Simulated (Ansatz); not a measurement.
**BGeH₃ (triplet): one geometry, many settings at a displaced geometry (v2)**

Aim: run BGeH₃ (triplet) at one geometry under a spread of methods and options, and see what each costs and gives.

Program: Ansatz 0.2.0, Gaussian basis. Level of theory: the settings change from run to run. These are calculated values, not measurements.

23 further runs of the same task are left out: 1 for a mislabelled method, 2 for a known fault of the program, 8 that didn't finish, 12 set aside as unsound or not needed.

## (1) What is computed

The geometry is a PBE0/def2-TZVP stationary point (not a proven minimum) with its atoms shifted at random (size 0.100 Å). No spin-orbit coupling is included. The filled d shell of Ge may be among the frozen orbitals whatever the setting's name suggests; the logs give the count.

5 atoms, charge 0, spin multiplicity 3.

Atoms are counted from 1 here; the program's logs count them from 0.

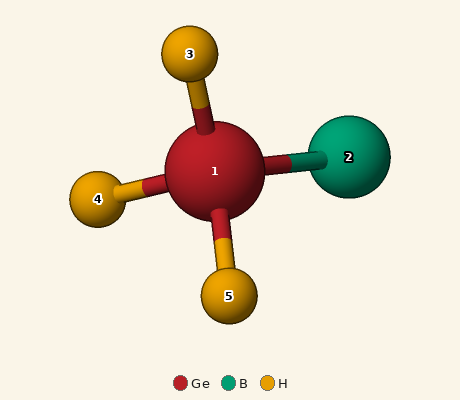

The structure; germanium red, boron teal, hydrogen amber; atoms are numbered from 1 in the order of the file.

Coordinates:

```csv
atom,x (Å),y (Å),z (Å)
Ge1,0.0215,0.0013,0.2364
B2,-0.1124,0.0097,-1.7934
H3,0.5836,1.2295,0.8572
H4,-1.4918,-0.0781,0.5731
H5,0.5638,-1.3493,0.7725
```

## (2) HF/cc-pVDZ

Contents of in.yaml:

```yaml
crystal:
  periodic: [false, false, false]
  atoms:
    - {symbol: Ge, position_ang: [0.021502, 0.001305, 0.236353]}
    - {symbol: B, position_ang: [-0.112361, 0.009681, -1.793449]}
    - {symbol: H, position_ang: [0.583619, 1.229488, 0.857152]}
    - {symbol: H, position_ang: [-1.491849, -0.078108, 0.573133]}
    - {symbol: H, position_ang: [0.563824, -1.349300, 0.772482]}
basis:
  gaussian: {orbitals: cc-pVDZ}
magnetization: {spin_polarized: true, initial_magnetization: 2}
hamiltonian: {xc: hf}
output: {forces: true, orbitals: {seedname: orbitals}}
```

Run with:

```console
$ ansatz run in.yaml --threads 1 --pin off --events-out ev --progress --plain --max-ram 2393MiB
```

Standard output:

```text
Functional definition: HF
  name "HF"
  cite "Fock, Z. Phys. 61, 126 (1930) doi:10.1007/BF01340294"
  parent pbe
  exchange = exact_x
  correlation = 0
588 factors; integrals over basis functions are off by at most 9.1e-4 eV
mean field evaluation 1: about -57186.0717 eV, gradient 8.9e0 eV
mean field evaluation 2: about -57186.0949 eV, gradient 8.9e0 eV
mean field evaluation 4: about -57187.7382 eV, gradient 1.8e0 eV
mean field evaluation 8: about -57187.8781 eV, gradient 9.6e-2 eV
mean field evaluation 16: about -57187.8791 eV, gradient 1.2e-5 eV
mean field evaluation 32: about -57187.8279 eV, gradient 1.3e-1 eV
mean field evaluation 64: about -57187.8602 eV, gradient 1.1e0 eV
mean field evaluation 96: about -57187.8790 eV, gradient 9.1e-3 eV
mean field -57187.87912931 eV, -2101.6157946656 hartree, gradient 6.0e-7 eV, S^2 2.004529; 3 other end points of the search recorded, 0 dependent functions left out
the calculation of the forces begins
reference -57187.87912931 eV, -2101.6157946656 hartree; 21, 19 occupied and 35, 37 virtual orbitals, 588 factors
Total energy: -57187.87912931 eV, -2101.6157946656 hartree
Atom 0 at     0.021502     0.001305     0.236353 Å, force    -1.065959    -1.287564    -0.005910 eV/Å
Atom 1 at    -0.112361     0.009681    -1.793449 Å, force     0.136527     0.084635    -0.483606 eV/Å
Atom 2 at     0.583619     1.229488     0.857152 Å, force     0.569755     0.618461     0.428634 eV/Å
Atom 3 at    -1.491849    -0.078108     0.573133 Å, force     0.067440     0.171444     0.040244 eV/Å
Atom 4 at     0.563824    -1.349300     0.772482 Å, force     0.292237     0.413024     0.020638 eV/Å
Dipole moment:     0.100831     0.043764     0.064304 e Å
```

Wall time 2.5 s (1 thread of Arm Neoverse V1, shared host).

From the report: ⟨S²⟩ of the determinant 2.005 (pure triplet: 2.00).

## (3) BCCD(T) on ROHF/cc-pVDZ

Edit in.yaml of step 2 so:

```diff
@@ -9,5 +9,6 @@
 basis:
-  gaussian: {orbitals: cc-pVDZ}
-magnetization: {spin_polarized: true, initial_magnetization: 2}
-hamiltonian: {xc: hf}
-output: {forces: true, orbitals: {seedname: orbitals}}
+  gaussian: {orbitals: cc-pVDZ, fitting: {mean_field: def2-universal-jkfit}, point_charges: [{charge: 0.50, position_ang: [4.358, 0.175, 0.100]}]}
+magnetization: {spin_polarized: false, initial_magnetization: 2}
+correlation: {method: bccd_t, electrons: outside_noble_gas}
+scf: {lower_state_search: full}
+output: {forces: true}
```

Same command.

Standard output (excerpt; [...] marks lines left out):

```text
Functional definition: HF
  name "HF"
  cite "Fock, Z. Phys. 61, 126 (1930) doi:10.1007/BF01340294"
  parent pbe
[...]
395 factors; integrals over basis functions are off by at most 3.8e-1 eV
[...]
mean field -57187.77195583 eV, -2101.6118561125 hartree, gradient 1.7e-6 eV, S^2 2.000000; 12 other end points of the search recorded, 0 dependent functions left out
[...]
determinant -57187.77195583 eV, -2101.6118561125 hartree, with singles and doubles -57192.51732990 eV, -2101.7862453933 hartree
determinant -57187.68376894 eV, -2101.6086153043 hartree, with singles and doubles -57192.41775140 eV, -2101.7825859507 hartree
determinant -57185.00772449 eV, -2101.5102724846 hartree, with singles and doubles -57190.25090672 eV, -2101.7029558778 hartree
determinant -57187.77195583 eV, -2101.6118561125 hartree, with singles and doubles -57192.51798704 eV, -2101.7862695427 hartree
[...]
reference -57187.77195583 eV, -2101.6118561125 hartree; 6, 4 occupied and 35, 37 virtual orbitals, 395 factors
second order -3.67371369 eV of doubles, -0.03461065 eV of singles
cycle   1  -4.74517698 eV  change    8.5e-4 eV  update   5.0e-3
[...]
cycle  23  -4.74287466 eV  change    3.2e-9 eV  update   3.5e-8
perturbative correction -0.12409255 eV, -0.0045603171 hartree
[...]
Total energy: -57192.63892303 eV, -2101.7907138584 hartree
Atom 0 at     0.021502     0.001305     0.236353 Å, force    -1.091996    -1.217815     0.013146 eV/Å
Atom 1 at    -0.112361     0.009681    -1.793449 Å, force     0.061625     0.068078    -0.656468 eV/Å
Atom 2 at     0.583619     1.229488     0.857152 Å, force     0.669516     0.812600     0.535496 eV/Å
Atom 3 at    -1.491849    -0.078108     0.573133 Å, force    -0.024754     0.143678     0.000309 eV/Å
Atom 4 at     0.563824    -1.349300     0.772482 Å, force     0.366049     0.193819     0.099857 eV/Å
Dipole moment:    -0.036695     0.025916     0.116093 e Å
```

Run time: 13 s. Hardware: 1 thread of Arm Neoverse V1, shared host.

From the report: correlation -4.8670 eV; largest double amplitude 0.05.

## (4) CISD/def2-SVP

Contents of in.yaml:

```yaml
crystal:
  periodic: [false, false, false]
  atoms:
    - {symbol: Ge, position_ang: [0.021502, 0.001305, 0.236353]}
    - {symbol: B, position_ang: [-0.112361, 0.009681, -1.793449]}
    - {symbol: H, position_ang: [0.583619, 1.229488, 0.857152]}
    - {symbol: H, position_ang: [-1.491849, -0.078108, 0.573133]}
    - {symbol: H, position_ang: [0.563824, -1.349300, 0.772482]}
basis:
  gaussian: {orbitals: def2-SVP}
magnetization: {spin_polarized: false, initial_magnetization: 2}
correlation: {active_space: {ras: {orbitals: [4, 2, 40], electrons: 10, max_holes: 2, max_particles: 2}, fixed_orbitals: true}}
accuracy: high
output: {forces: true}
```

The command is unchanged.

Standard output (excerpt; [...] marks lines left out):

```text
Functional definition: HF
  name "HF"
  cite "Fock, Z. Phys. 61, 126 (1930) doi:10.1007/BF01340294"
  parent pbe
[...]
1280 factors; integrals over basis functions are off by at most 4.5e-9 eV
[...]
mean field -57180.93149756 eV, -2101.3604739079 hartree, gradient 2.2e-8 eV, S^2 2.000000; 4 other end points of the search recorded, 0 dependent functions left out
reference -57180.93149756 eV, -2101.3604739079 hartree; 21, 19 occupied and 40, 42 virtual orbitals, 1280 factors
state -57185.32977313 eV, -2101.5221075538 hartree
[...]
Total energy: -57185.32977313 eV, -2101.5221075538 hartree
Atom 0 at     0.021502     0.001305     0.236353 Å, force    -0.947625    -1.244955    -0.059037 eV/Å
Atom 1 at    -0.112361     0.009681    -1.793449 Å, force     0.089869     0.074130    -0.429616 eV/Å
Atom 2 at     0.583619     1.229488     0.857152 Å, force     0.553895     0.667428     0.448785 eV/Å
Atom 3 at    -1.491849    -0.078108     0.573133 Å, force     0.044424     0.151357     0.007738 eV/Å
Atom 4 at     0.563824    -1.349300     0.772482 Å, force     0.259437     0.352040     0.032130 eV/Å
Dipole moment:     0.088460     0.037371     0.104722 e Å
```

Wall time 11 s (1 thread of Arm Neoverse V1, shared host); peak memory 0.29 GiB.

From the report: 228,996 determinants.

## (5) BCCD/def2-mTZVP

Contents of in.yaml:

```yaml
crystal:
  periodic: [false, false, false]
  atoms:
    - {symbol: Ge, position_ang: [0.021502, 0.001305, 0.236353]}
    - {symbol: B, position_ang: [-0.112361, 0.009681, -1.793449]}
    - {symbol: H, position_ang: [0.583619, 1.229488, 0.857152]}
    - {symbol: H, position_ang: [-1.491849, -0.078108, 0.573133]}
    - {symbol: H, position_ang: [0.563824, -1.349300, 0.772482]}
basis:
  gaussian: {orbitals: def2-mTZVP}
magnetization: {spin_polarized: true, initial_magnetization: 2}
hamiltonian: {xc: {name: B3LYP}, pseudopotentials: {relativity: scalar}}
correlation: {method: bccd, electrons: outside_noble_gas, diis_vectors: 12}
```

The command is unchanged.

Standard output (excerpt; [...] marks lines left out):

```text
Functional definition: B3LYP
  name "B3LYP"
  cite "Stephens, Devlin, Chabalowski & Frisch, J. Phys. Chem. 98, 11623 (1994) doi:10.1021/j100096a001"
  cite "Becke, Phys. Rev. A 38, 3098 (1988) doi:10.1103/PhysRevA.38.3098"
  cite "Lee, Yang & Parr, Phys. Rev. B 37, 785 (1988) doi:10.1103/PhysRevB.37.785"
  cite "Vosko, Wilk & Nusair, Can. J. Phys. 58, 1200 (1980) doi:10.1139/p80-159"
[...]
620 factors; integrals over basis functions are off by at most 6.6e-4 eV
[...]
mean field -57706.76270058 eV, -2120.6844141979 hartree, gradient 7.1e-6 eV, S^2 2.002214; 2 other end points of the search recorded, 0 dependent functions left out
15 core orbitals not correlated: weight in the atoms' cores, before any rotation towards them, 0.999 or more for the frozen orbitals, at most 0.000 for the correlated occupied ones
reference -57655.22585105 eV, -2118.7904699105 hartree; 6, 4 occupied and 43, 45 virtual orbitals, 620 factors
second order -3.53397760 eV of doubles, -0.31456145 eV of singles
cycle   1  -4.30501867 eV  change   -4.6e-1 eV  update   6.2e-2
[...]
cycle  17  -4.53928303 eV  change    6.5e-6 eV  update   8.4e-6
Total energy: -57659.76513408 eV, -2118.9572854850 hartree
Relativity: scalar
```

It took 8 s on 1 thread of Arm Neoverse V1, shared host.

From the report: ⟨S²⟩ of the determinant 2.002 (pure triplet: 2.00); correlation -4.5393 eV; largest double amplitude 0.05.

## (6) CCSD(T) on UHF/cc-pVDZ

Edit in.yaml of step 5 so:

```diff
@@ -9,5 +9,5 @@
 basis:
-  gaussian: {orbitals: def2-mTZVP}
+  gaussian: {orbitals: cc-pVDZ}
 magnetization: {spin_polarized: true, initial_magnetization: 2}
-hamiltonian: {xc: {name: B3LYP}, pseudopotentials: {relativity: scalar}}
-correlation: {method: bccd, electrons: outside_noble_gas, diis_vectors: 12}
+correlation: {method: ccsd_t, electrons: outside_noble_gas}
+accuracy: high
```

The command is unchanged.

Standard output (excerpt; [...] marks lines left out):

```text
Functional definition: HF
  name "HF"
  cite "Fock, Z. Phys. 61, 126 (1930) doi:10.1007/BF01340294"
  parent pbe
[...]
1264 factors; integrals over basis functions are off by at most 4.7e-9 eV
[...]
mean field -57187.87925905 eV, -2101.6157994333 hartree, gradient 2.4e-8 eV, S^2 2.004529; 7 other end points of the search recorded, 0 dependent functions left out
determinant -57187.87925905 eV, -2101.6157994333 hartree, with singles and doubles -57192.57335390 eV, -2101.7883042371 hartree
determinant -57187.75192801 eV, -2101.6111201040 hartree, with singles and doubles -57192.43552670 eV, -2101.7832391812 hartree
determinant -57185.64366218 eV, -2101.5336427638 hartree, with singles and doubles -57190.23876238 eV, -2101.7025095815 hartree
determinant -57187.87925905 eV, -2101.6157994333 hartree, with singles and doubles -57192.57398905 eV, -2101.7883275787 hartree
determinant -57187.75192801 eV, -2101.6111201040 hartree, with singles and doubles -57192.43613060 eV, -2101.7832613739 hartree
15 core orbitals not correlated: weight in the atoms' cores, before any rotation towards them, 0.999 or more for the frozen orbitals, at most 0.000 for the correlated occupied ones
reference -57187.87925905 eV, -2101.6157994333 hartree; 6, 4 occupied and 35, 37 virtual orbitals, 1264 factors
second order -3.66756643 eV of doubles, -0.00000000 eV of singles
cycle   1  -4.69473279 eV  change   -2.8e-6 eV  update   1.8e-6
[...]
cycle  20  -4.69473509 eV  change  -4.0e-10 eV  update  3.4e-10
perturbative correction -0.11780696 eV, -0.0043293260 hartree
Total energy: -57192.69180110 eV, -2101.7926570917 hartree
```

Run time: 14 s. Hardware: 1 thread of Arm Neoverse V1, shared host.

From the report: ⟨S²⟩ of the determinant 2.005 (pure triplet: 2.00); correlation -4.8125 eV; T1 0.021; largest double amplitude 0.04.

## (7) CCSD(T) on UHF/cc-pVDZ

Edit in.yaml of step 6 so:

```diff
@@ -11,3 +11,4 @@
 magnetization: {spin_polarized: true, initial_magnetization: 2}
-correlation: {method: ccsd_t, electrons: outside_noble_gas}
+correlation: {method: ccsd_t, electrons: valence}
 accuracy: high
+scf: {lower_state_search: off}
```

Same command.

Standard output (excerpt; [...] marks lines left out):

```text
Functional definition: HF
  name "HF"
  cite "Fock, Z. Phys. 61, 126 (1930) doi:10.1007/BF01340294"
  parent pbe
[...]
1264 factors; integrals over basis functions are off by at most 4.7e-9 eV
[...]
mean field -57187.87925905 eV, -2101.6157994333 hartree, gradient 2.4e-8 eV, S^2 2.004529; 0 other end points of the search recorded, 0 dependent functions left out
10 core orbitals not correlated: weight in the atoms' cores, before any rotation towards them, 1.000 or more for the frozen orbitals, at most 0.000 for the correlated occupied ones
reference -57187.87925905 eV, -2101.6157994333 hartree; 11, 9 occupied and 35, 37 virtual orbitals, 1264 factors
second order -4.25885794 eV of doubles, -0.00000000 eV of singles
cycle   1  -4.93274303 eV  change   -6.7e-1 eV  update   7.2e-2
[...]
cycle  30  -5.26681298 eV  change  -9.6e-10 eV  update   2.2e-9
perturbative correction -0.15198312 eV, -0.0055852766 hartree
Total energy: -57193.29805515 eV, -2101.8149365169 hartree
Checks for a lower state left out: stability, starts, cluster_reference, orbital_swaps, neighbouring_geometries, increment
```

Run time: 12 s. Hardware: 1 thread of Arm Neoverse V1, shared host; peak memory 0.27 GiB.

From the report: ⟨S²⟩ of the determinant 2.005 (pure triplet: 2.00); correlation -5.4188 eV; T1 0.015; largest double amplitude 0.04.

## (8) MP2 on UHF/cc-pVDZ

Edit in.yaml of step 7 so:

```diff
@@ -11,4 +11,3 @@
 magnetization: {spin_polarized: true, initial_magnetization: 2}
-correlation: {method: ccsd_t, electrons: valence}
-accuracy: high
-scf: {lower_state_search: off}
+correlation: {method: mp2, electrons: valence}
+output: {forces: true}
```

Same command.

Standard output (excerpt; [...] marks lines left out):

```text
Functional definition: HF
  name "HF"
  cite "Fock, Z. Phys. 61, 126 (1930) doi:10.1007/BF01340294"
  parent pbe
[...]
588 factors; integrals over basis functions are off by at most 9.1e-4 eV
[...]
mean field -57187.87912931 eV, -2101.6157946656 hartree, gradient 1.4e-6 eV, S^2 2.004529; 4 other end points of the search recorded, 0 dependent functions left out
10 core orbitals not correlated: weight in the atoms' cores, before any rotation towards them, 1.000 or more for the frozen orbitals, at most 0.000 for the correlated occupied ones
reference -57187.87912931 eV, -2101.6157946656 hartree; 11, 9 occupied and 35, 37 virtual orbitals, 588 factors
second order -4.25882330 eV of doubles, -0.00000000 eV of singles
[...]
Total energy: -57192.13795261 eV, -2101.7723035351 hartree
Atom 0 at     0.021502     0.001305     0.236353 Å, force    -0.932904    -1.231124     0.027090 eV/Å
Atom 1 at    -0.112361     0.009681    -1.793449 Å, force     0.073390     0.072537    -0.383819 eV/Å
Atom 2 at     0.583619     1.229488     0.857152 Å, force     0.509485     0.581545     0.397552 eV/Å
Atom 3 at    -1.491849    -0.078108     0.573133 Å, force     0.122922     0.155796    -0.037830 eV/Å
Atom 4 at     0.563824    -1.349300     0.772482 Å, force     0.227106     0.421246    -0.002994 eV/Å
Dipole moment:     0.082414     0.035407     0.108280 e Å
```

It took 3 s on 1 thread of Arm Neoverse V1, shared host.

From the report: ⟨S²⟩ of the determinant 2.005 (pure triplet: 2.00).

## (9) BCCD(T)/cc-pVDZ

Edit in.yaml of step 8 so:

```diff
@@ -10,4 +10,4 @@
   gaussian: {orbitals: cc-pVDZ}
-magnetization: {spin_polarized: true, initial_magnetization: 2}
-correlation: {method: mp2, electrons: valence}
-output: {forces: true}
+magnetization: {spin_polarized: false, initial_magnetization: 2}
+hamiltonian: {xc: {name: B3LYP}}
+correlation: {method: bccd_t, electrons: outside_noble_gas}
```

Launched as before.

Standard output (excerpt; [...] marks lines left out):

```text
Functional definition: B3LYP
  name "B3LYP"
  cite "Stephens, Devlin, Chabalowski & Frisch, J. Phys. Chem. 98, 11623 (1994) doi:10.1021/j100096a001"
  cite "Becke, Phys. Rev. A 38, 3098 (1988) doi:10.1103/PhysRevA.38.3098"
  cite "Lee, Yang & Parr, Phys. Rev. B 37, 785 (1988) doi:10.1103/PhysRevB.37.785"
  cite "Vosko, Wilk & Nusair, Can. J. Phys. 58, 1200 (1980) doi:10.1139/p80-159"
[...]
588 factors; integrals over basis functions are off by at most 9.1e-4 eV
[...]
mean field -57238.67338525 eV, -2103.4824491417 hartree, gradient 3.8e-6 eV, S^2 2.000000; 2 other end points of the search recorded, 0 dependent functions left out
[...]
15 core orbitals not correlated: weight in the atoms' cores, before any rotation towards them, 0.999 or more for the frozen orbitals, at most 0.000 for the correlated occupied ones
reference -57187.30052444 eV, -2101.5945313288 hartree; 6, 4 occupied and 35, 37 virtual orbitals, 588 factors
second order -3.94132509 eV of doubles, -0.26945154 eV of singles
cycle   1  -4.83747718 eV  change   -6.3e-1 eV  update   6.1e-2
[...]
cycle  17  -5.08104257 eV  change   -2.7e-6 eV  update   9.4e-6
perturbative correction -0.12265602 eV, -0.0045075258 hartree
Total energy: -57192.50422304 eV, -2101.7857637248 hartree
```

Wall time 8 s (1 thread of Arm Neoverse V1, shared host).

From the report: correlation -5.2037 eV; largest double amplitude 0.05.

## (10) MP2 on ROHF/cc-pVDZ

Edit in.yaml of step 9 so:

```diff
@@ -11,3 +11,3 @@
 magnetization: {spin_polarized: false, initial_magnetization: 2}
-hamiltonian: {xc: {name: B3LYP}}
-correlation: {method: bccd_t, electrons: outside_noble_gas}
+hamiltonian: {pseudopotentials: {relativity: scalar}}
+correlation: {method: mp2, electrons: outside_noble_gas}
```

Same command.

Standard output (excerpt; [...] marks lines left out):

```text
Functional definition: HF
  name "HF"
  cite "Fock, Z. Phys. 61, 126 (1930) doi:10.1007/BF01340294"
  parent pbe
[...]
588 factors; integrals over basis functions are off by at most 9.1e-4 eV
[...]
mean field -57653.71623680 eV, -2118.7349926100 hartree, gradient 9.2e-7 eV, S^2 2.000000; 4 other end points of the search recorded, 0 dependent functions left out
[...]
15 core orbitals not correlated: weight in the atoms' cores, before any rotation towards them, 0.999 or more for the frozen orbitals, at most 0.000 for the correlated occupied ones
reference -57653.71623680 eV, -2118.7349926100 hartree; 6, 4 occupied and 35, 37 virtual orbitals, 588 factors
second order -3.68393138 eV of doubles, -0.03492194 eV of singles
Total energy: -57657.43509013 eV, -2118.8716579490 hartree
Relativity: scalar
```

It took 2.9 s on 1 thread of Arm Neoverse V1, shared host.

## (11) All runs side by side

Where basis and cores are those of an earlier UCCSDT(Q)/cc-pVDZ run (-57192.7274 eV), and the state is the same kind, the miss against it is given.

```csv
level,correlated,functions,energy (eV),from UCCSDT(Q) (meV),time
HF/cc-pVDZ,,56,-57187.8791,4848.3,2.5 s
BCCD(T) on ROHF/cc-pVDZ (beside a point charge),outside noble gas,56,-57192.6389,,13 s
CISD/def2-SVP,outside noble gas,61,-57185.3298,,11 s
"BCCD/def2-mTZVP (on B3LYP orbitals, relativity set)",outside noble gas,64,-57659.7651,,8 s
CCSD(T) on UHF/cc-pVDZ,outside noble gas,56,-57192.6918,35.6,14 s
CCSD(T) on UHF/cc-pVDZ,valence,56,-57193.2981,,12 s
MP2 on UHF/cc-pVDZ,valence,56,-57192.1380,,3 s
BCCD(T)/cc-pVDZ (on B3LYP orbitals),outside noble gas,56,-57192.5042,223.2,8 s
MP2 on ROHF/cc-pVDZ (relativity set),outside noble gas,56,-57657.4351,,2.9 s
```

## (12) Summary of results

| quantity | value |
| --- | --- |
| runs | 9 |
| quickest | HF/cc-pVDZ, 2.5 s |
| slowest | CCSD(T) on UHF/cc-pVDZ, 14 s |

What this shows: Total energies in different bases, with other cores or another treatment of relativity can't be set against each other. CCSD(T) on UHF/cc-pVDZ took 5 times as long as HF/cc-pVDZ; the jobs differ in more than the method. Among the correlated runs with a miss given, it spans +36 to +223 meV. Hartree-Fock, CASSCF and CASCI lack dynamic correlation by design. Cores frozen from Kohn-Sham orbitals shift the total energy.
